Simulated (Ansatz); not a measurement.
# Converging the k-point mesh: MoPt2 (Imm2, 3 atoms in the cell)

```yaml
crystal:
  lattice:
    - [-1.38564, 1.99198, 4.17727]
    - [1.38564, -1.99198, 4.17727]
    - [1.38564, 1.99198, -4.17727]
  atoms:
    - { symbol: Mo, position: [0.00598, 0.00598, 0.00000] }
    - { symbol: Pt, position: [0.66334, 0.66334, 0.00000] }
    - { symbol: Pt, position: [0.33666, 0.33666, 0.00000] }
```

Method of the run: PBEsol, default PAW files made with PBE (plane waves; Ansatz, a first-principles code).

Base settings: basis.ecutwfc = 420 eV; kpoints.mp_grid.grid = 12 12 12; hamiltonian.xc = pbesol; hamiltonian.pseudopotentials = {kind: paw} (the program's default PAW files); scf.occupations.method = gaussian; scf.occupations.width = 0.1 eV.

Only quantities that move along the ladder and can be compared are tabulated.

The count of work is k-points × plane waves × bands × iterations; it is no time. 

The starting cell comes from a database of computed structures (which also holds hypothetical and non-ambient phases and stackings), without a prior relaxation at this level. Its lattice was rescaled by up to half a per cent. One atom was moved a little off its site on purpose. Spin polarisation is off. In the base run, with a pressure of about -9 GPa the cell is away from its equilibrium volume at this level. Ansatz's pressure includes its estimate of the finite-basis (Pulay) stress.

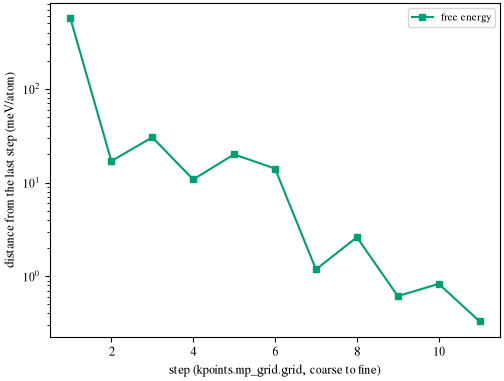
*Distance from the last step along the ladder; very small values are drawn at a floor.*

```tsv
kpoints.mp_grid.grid	free energy less the last step's (meV/atom)	pressure (GPa)	largest difference of a force vector from the last step's (eV/Å)	count of work / last
2 2 2	566.12	-3.76	0.708	0.0044
3 3 3	-16.97	-8.88	0.471	0.0070
4 4 4	30.43	-9.08	0.014	0.016
5 5 5	10.81	-8.76	0.061	0.020
6 6 6	-20.01	-9.74	0.022	0.035
7 7 7	14.11	-8.95	0.042	0.048
8 8 8	1.18	-9.19	0.013	0.071
10 10 10	-2.61	-9.25	0.021	0.13
12 12 12	0.61	-9.19	0.004	0.21
14 14 14	0.83	-9.21	0.013	0.32
17 17 17	-0.33	-9.23	0.006	0.55
21 21 21	0.00	-9.23	0.000	1.0
```

Coarsest kpoints.mp_grid.grid that holds the forces within 0.01 eV/Å: not settled: the last two steps still differ by 0.006 eV/Å, over half the tolerance, so the ladder does not show it.

Coarsest kpoints.mp_grid.grid that holds the pressure within 1 GPa of the last step, with all finer ones: 3 3 3, at 0.0070 of the last step's count of work; the step before is off by 5.5 GPa.

Coarsest kpoints.mp_grid.grid that holds the free energy within 2 meV/atom of the last step, with all finer ones: 12 12 12, at 0.21 of the last step's count of work; the step before is off by 2.6 meV/atom.

Keys are those of Ansatz 0.2.
